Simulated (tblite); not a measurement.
## Run report: C$_{4}$H$_{15}$NSi$_{3}$, geometry relaxation (part 2 of 2)

The same run, continued: C$_{4}$H$_{15}$NSi$_{3}$; GFN2-xTB geometry optimisation, gas phase (tblite 0.8.0). It belongs to a series of runs on one base structure; here: H on Si replaced by allyl.

Geometry of the input (Å):
```
C  3.2383  -1.1861  -1.4591
C  2.8719  -0.2368  -0.5833
C  1.6405  -0.3091  0.2768
Si 0.3984  1.0905  -0.0441
N  -0.1585  1.0783  -1.6398
C  -1.0123  1.1686  1.1491
Si -1.9243  -0.4256  1.2154
Si -3.1559  -0.8717  -0.6721
H  4.1524  -1.0953  -2.0304
H  2.6143  -2.0653  -1.6263
H  3.5318  0.6135  -0.4327
H  1.1251  -1.2719  0.1290
H  1.9317  -0.2688  1.3358
H  1.1372  2.3625  0.0488
H  0.6257  0.8967  -2.2665
H  -0.4760  2.0159  -1.8890
H  -0.6190  1.4058  2.1530
H  -1.6852  1.9837  0.8873
H  -2.8664  -0.3456  2.3760
H  -0.9980  -1.5515  1.5489
H  -2.3147  -1.3727  -1.7831
H  -3.9050  0.3409  -1.1113
H  -4.1567  -1.9290  -0.3649
```

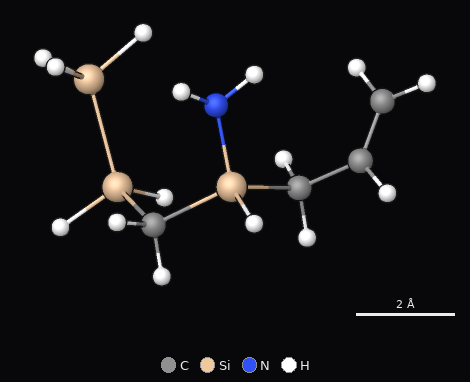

The geometry at step 89 of the log (ball-and-stick view, seen at a tilt).

## Trajectory as extended XYZ, continued
```
23
Properties=species:S:1:pos:R:3:forces:R:3 step=44 energy=-660.67896
C     3.1569   -1.1038   -1.5216   -0.0030   0.0230   0.0220
C     2.8827   -0.2489   -0.5508   -0.0060  -0.0280   0.0240
C     1.6733   -0.3039    0.3100    0.0120   0.0290  -0.0120
Si    0.5352    1.2017    0.0200   -0.0310  -0.0520   0.0240
N    -0.0729    0.9733   -1.5769    0.0140   0.0020  -0.0070
C    -0.9673    1.2002    1.1807   -0.0230  -0.0130   0.0160
Si   -1.9717   -0.4179    1.2497    0.0210   0.0120  -0.0040
Si   -3.1056   -0.8590   -0.7091    0.0160  -0.0030   0.0090
H     4.0439   -1.0167   -2.1281   -0.0380  -0.0060   0.0040
H     2.5071   -1.9378   -1.7392    0.0200   0.0520  -0.0090
H     3.5611    0.5729   -0.3483   -0.0420  -0.0390  -0.0090
H     1.1175   -1.2203    0.1063    0.0510   0.0330   0.0410
H     1.9761   -0.3184    1.3585   -0.0100  -0.0030  -0.0380
H     1.3042    2.4465    0.2425    0.0200  -0.0040  -0.0060
H     0.5875    0.7505   -2.3038   -0.0090  -0.0210  -0.0240
H    -0.7833    1.5893   -1.9346   -0.0170   0.0240  -0.0110
H    -0.6297    1.4491    2.1858    0.0100  -0.0160   0.0000
H    -1.6281    2.0147    0.8836    0.0050  -0.0080  -0.0070
H    -2.8983   -0.3180    2.3954   -0.0120   0.0470  -0.0010
H    -1.0553   -1.4989    1.6438    0.0240  -0.0350   0.0040
H    -2.2825   -1.3552   -1.8113    0.0390  -0.0130  -0.0120
H    -3.8192    0.3090   -1.2395   -0.0110   0.0340  -0.0060
H    -4.1363   -1.8813   -0.4957   -0.0300  -0.0140  -0.0020
23
Properties=species:S:1:pos:R:3:forces:R:3 step=59 energy=-660.68834
C     3.1057   -1.0437   -1.5641    0.0090  -0.0070   0.0210
C     2.8844   -0.2560   -0.5263   -0.0030   0.0300  -0.0230
C     1.6932   -0.3157    0.3544    0.0100   0.0050  -0.0050
Si    0.5319    1.1610    0.0149    0.0000   0.0110  -0.0170
N    -0.0984    0.9047   -1.5706   -0.0090   0.0300   0.0000
C    -0.9557    1.1916    1.1891   -0.0220  -0.0310   0.0080
Si   -1.9817   -0.4094    1.2587   -0.0290  -0.0270   0.0170
Si   -3.0666   -0.8484   -0.7286    0.0230   0.0000   0.0150
H     3.9828   -0.9379   -2.1806   -0.0300  -0.0210  -0.0200
H     2.4241   -1.8377   -1.8249    0.0130   0.0140  -0.0110
H     3.5892    0.5324   -0.2935    0.0120  -0.0020   0.0090
H     1.1596   -1.2520    0.1995   -0.0100   0.0030  -0.0130
H     2.0133   -0.2809    1.3954   -0.0170   0.0060   0.0150
H     1.3115    2.4060    0.1966    0.0030   0.0200  -0.0100
H     0.5467    0.6902   -2.3141   -0.0050  -0.0200   0.0150
H    -0.8338    1.5010   -1.9162    0.0470  -0.0210   0.0230
H    -0.6079    1.4303    2.1921    0.0240   0.0110   0.0170
H    -1.6080    2.0138    0.8975    0.0100   0.0140  -0.0080
H    -2.9410   -0.2473    2.3712    0.0100  -0.0040  -0.0010
H    -1.0915   -1.5000    1.6945   -0.0240   0.0080   0.0030
H    -2.2009   -1.3610   -1.7901    0.0050  -0.0260  -0.0200
H    -3.7354    0.3348   -1.2875   -0.0040   0.0080  -0.0050
H    -4.1263   -1.8487   -0.5500   -0.0120  -0.0010  -0.0080
23
Properties=species:S:1:pos:R:3:forces:R:3 step=74 energy=-660.69339
C     3.0624   -0.9971   -1.5944    0.0070  -0.0180  -0.0150
C     2.8955   -0.2468   -0.5197   -0.0170   0.0270  -0.0010
C     1.7140   -0.3026    0.3738   -0.0200   0.0010  -0.0060
Si    0.5352    1.1565    0.0197    0.0100   0.0200   0.0300
N    -0.1079    0.8563   -1.5526    0.0270  -0.0040   0.0390
C    -0.9408    1.1781    1.2112   -0.0160   0.0000  -0.0030
Si   -1.9976   -0.4052    1.2722   -0.0180  -0.0200  -0.0130
Si   -3.0277   -0.8499   -0.7449   -0.0170  -0.0020  -0.0160
H     3.9227   -0.9014   -2.2346    0.0140   0.0010  -0.0060
H     2.3440   -1.7515   -1.8706   -0.0140  -0.0080  -0.0070
H     3.6344    0.5033   -0.2683    0.0080   0.0090   0.0070
H     1.1763   -1.2367    0.2197   -0.0030  -0.0190   0.0130
H     2.0318   -0.2635    1.4153    0.0030   0.0040  -0.0150
H     1.2947    2.4209    0.1603   -0.0110  -0.0140  -0.0010
H     0.5279    0.5851   -2.2855   -0.0120   0.0030   0.0040
H    -0.8219    1.4639   -1.9184    0.0100   0.0010  -0.0220
H    -0.5880    1.4083    2.2153    0.0290  -0.0070  -0.0070
H    -1.5831    2.0109    0.9272   -0.0170   0.0150   0.0030
H    -2.9838   -0.2074    2.3548    0.0000   0.0010  -0.0070
H    -1.1529   -1.5133    1.7513    0.0070   0.0130  -0.0060
H    -2.1562   -1.4139   -1.7779   -0.0010  -0.0010   0.0140
H    -3.6525    0.3416   -1.3389    0.0270   0.0080  -0.0060
H    -4.1310   -1.8088   -0.5977    0.0030  -0.0100   0.0210
23
Properties=species:S:1:pos:R:3:forces:R:3 step=89 energy=-660.69661
C     3.0367   -0.9807   -1.6161   -0.0170   0.0280  -0.0050
C     2.8857   -0.2382   -0.5324    0.0020  -0.0130  -0.0080
C     1.7145   -0.2909    0.3754    0.0010  -0.0080   0.0010
Si    0.5268    1.1628    0.0314   -0.0080  -0.0080   0.0160
N    -0.1035    0.8433   -1.5414   -0.0030   0.0060   0.0000
C    -0.9445    1.1754    1.2299    0.0020   0.0090   0.0080
Si   -2.0120   -0.4015    1.2718    0.0180   0.0060   0.0030
Si   -3.0105   -0.8559   -0.7553   -0.0130  -0.0040  -0.0180
H     3.8962   -0.8899   -2.2588   -0.0030   0.0020  -0.0010
H     2.3022   -1.7160   -1.9035    0.0080  -0.0100   0.0190
H     3.6391    0.4964   -0.2761   -0.0040  -0.0020  -0.0050
H     1.1767   -1.2276    0.2363   -0.0010  -0.0060   0.0050
H     2.0488   -0.2442    1.4110   -0.0020  -0.0040   0.0000
H     1.2771    2.4307    0.1680    0.0060   0.0100   0.0000
H     0.5321    0.5080   -2.2477   -0.0060   0.0140   0.0020
H    -0.7728    1.4746   -1.9493    0.0050  -0.0070  -0.0070
H    -0.5747    1.3762    2.2345    0.0040   0.0060  -0.0020
H    -1.5812    2.0225    0.9751    0.0020  -0.0050  -0.0050
H    -3.0172   -0.1999    2.3359    0.0080  -0.0010   0.0020
H    -1.1681   -1.5031    1.7661   -0.0020  -0.0030   0.0020
H    -2.1395   -1.4779   -1.7536    0.0060  -0.0120   0.0040
H    -3.5747    0.3420   -1.3938    0.0030  -0.0060  -0.0050
H    -4.1419   -1.7792   -0.5902   -0.0060   0.0080  -0.0070
23
Properties=species:S:1:pos:R:3:forces:R:3 step=103 energy=-660.69852
C     3.0007   -0.9639   -1.6333   -0.0030   0.0020  -0.0200
C     2.8686   -0.2347   -0.5386   -0.0140   0.0150  -0.0050
C     1.7134   -0.2950    0.3884    0.0010   0.0090   0.0040
Si    0.5270    1.1616    0.0463    0.0080   0.0100  -0.0140
N    -0.0983    0.8383   -1.5282    0.0010   0.0000  -0.0070
C    -0.9413    1.1813    1.2453   -0.0040  -0.0110  -0.0030
Si   -2.0106   -0.3946    1.2683   -0.0260  -0.0050  -0.0060
Si   -2.9919   -0.8654   -0.7677    0.0240  -0.0040   0.0140
H     3.8427   -0.8555   -2.2958    0.0130  -0.0080   0.0010
H     2.2717   -1.7087   -1.9096   -0.0080  -0.0010   0.0190
H     3.6188    0.5072   -0.2941    0.0020  -0.0090  -0.0080
H     1.1756   -1.2334    0.2621    0.0040   0.0040  -0.0070
H     2.0628   -0.2420    1.4182   -0.0020  -0.0040   0.0130
H     1.2800    2.4295    0.1768    0.0040  -0.0040   0.0030
H     0.5418    0.4832   -2.2208   -0.0110   0.0120  -0.0040
H    -0.7509    1.4745   -1.9557    0.0110  -0.0090   0.0180
H    -0.5679    1.3722    2.2502   -0.0070   0.0000   0.0070
H    -1.5737    2.0332    0.9978    0.0000  -0.0030  -0.0120
H    -3.0194   -0.1936    2.3284   -0.0100   0.0000   0.0000
H    -1.1760   -1.4999    1.7686    0.0150  -0.0090   0.0040
H    -2.1212   -1.5610   -1.7175    0.0060  -0.0030   0.0010
H    -3.4908    0.3284   -1.4618    0.0030   0.0180  -0.0100
H    -4.1660   -1.7345   -0.6098   -0.0080   0.0010   0.0120
23
Properties=species:S:1:pos:R:3:forces:R:3 step=118 energy=-660.70024
C     2.9771   -0.9659   -1.6401    0.0060   0.0040  -0.0020
C     2.8595   -0.2282   -0.5496   -0.0060   0.0120  -0.0090
C     1.7177   -0.2929    0.3925   -0.0010  -0.0020   0.0040
Si    0.5302    1.1630    0.0596    0.0030   0.0030  -0.0050
N    -0.0926    0.8482   -1.5173   -0.0050  -0.0050  -0.0070
C    -0.9475    1.1786    1.2470    0.0020   0.0070  -0.0020
Si   -2.0123   -0.3998    1.2688    0.0160  -0.0060   0.0120
Si   -2.9693   -0.8715   -0.7750   -0.0080   0.0120  -0.0080
H     3.8077   -0.8583   -2.3167    0.0020  -0.0200  -0.0130
H     2.2458   -1.7176   -1.8905    0.0130  -0.0020  -0.0090
H     3.6063    0.5224   -0.3235    0.0110  -0.0070  -0.0010
H     1.1812   -1.2315    0.2638   -0.0080  -0.0040   0.0180
H     2.0777   -0.2443    1.4188   -0.0040  -0.0020   0.0060
H     1.2893    2.4260    0.1996   -0.0070   0.0090   0.0040
H     0.5453    0.5068   -2.2185    0.0050   0.0040   0.0040
H    -0.7562    1.4791   -1.9341   -0.0060   0.0090   0.0060
H    -0.5870    1.3784    2.2550   -0.0040   0.0050  -0.0020
H    -1.5791    2.0262    0.9831   -0.0090   0.0020   0.0080
H    -3.0288   -0.2059    2.3224   -0.0080   0.0050   0.0000
H    -1.1722   -1.4993    1.7745    0.0040  -0.0060   0.0040
H    -2.1064   -1.6253   -1.6873   -0.0100   0.0010   0.0010
H    -3.4098    0.3240   -1.5085    0.0130  -0.0130   0.0050
H    -4.1814   -1.6854   -0.6068   -0.0020  -0.0060  -0.0140
23
Properties=species:S:1:pos:R:3:forces:R:3 step=133 energy=-660.70154
C     2.9624   -0.9814   -1.6485   -0.0030   0.0000  -0.0030
C     2.8508   -0.2290   -0.5673    0.0030  -0.0030   0.0060
C     1.7209   -0.2848    0.3910   -0.0060   0.0040   0.0000
Si    0.5284    1.1708    0.0714   -0.0050   0.0050   0.0020
N    -0.0926    0.8711   -1.5092    0.0000   0.0030   0.0010
C    -0.9558    1.1771    1.2522   -0.0040  -0.0040  -0.0030
Si   -2.0078   -0.4106    1.2743    0.0070  -0.0050   0.0010
Si   -2.9501   -0.8840   -0.7781   -0.0020   0.0040   0.0050
H     3.7873   -0.8832   -2.3339    0.0010  -0.0030   0.0000
H     2.2322   -1.7383   -1.8852   -0.0050  -0.0050  -0.0010
H     3.6007    0.5232   -0.3570    0.0030   0.0040  -0.0010
H     1.1810   -1.2238    0.2791    0.0010   0.0000   0.0060
H     2.0961   -0.2292    1.4119   -0.0010  -0.0030  -0.0030
H     1.2807    2.4360    0.2291    0.0020   0.0050  -0.0020
H     0.5473    0.5406   -2.2137    0.0010   0.0020  -0.0010
H    -0.7556    1.5085   -1.9173   -0.0020   0.0000  -0.0010
H    -0.6044    1.3898    2.2608   -0.0020  -0.0080  -0.0040
H    -1.5973    2.0146    0.9790    0.0050   0.0050   0.0030
H    -3.0371   -0.2165    2.3162    0.0030  -0.0020   0.0000
H    -1.1646   -1.5030    1.7918   -0.0060   0.0050  -0.0020
H    -2.1068   -1.6922   -1.6612    0.0080  -0.0020   0.0000
H    -3.3205    0.3149   -1.5422   -0.0020  -0.0030   0.0020
H    -4.1996   -1.6435   -0.6259    0.0040   0.0020  -0.0030
```

## Results in brief

| quantity | value |
| --- | --- |
| outcome | converged |
| total energy | −660.7015 eV |
| hardware | 1 CPU thread, shared host |
| wall time | 4.8 s |
| peak memory | 0.18 GiB |
